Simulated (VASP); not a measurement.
Band structure of IrO2 (rutile). All values below come from vdW-DF2, VASP's PBE PAW potentials (set 64) (plane waves; VASP).

Unless said otherwise, spin-orbit coupling is left out, though it shifts the bands of the heavy elements here.

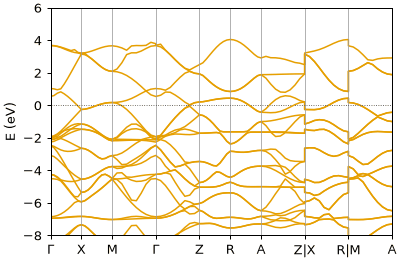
Figure. Bands along high-symmetry lines, zero at the valence-band maximum or, without a gap, the Fermi level

Question: Read the plot: is there a gap, and where are the band edges?

Answer: It has no gap at this level: it comes out as a metal or semimetal. (Edges off the drawn lines would not show.)

The compound is IrO2 in the rutile structure. It was relaxed first, which changed the volume by +10 %.
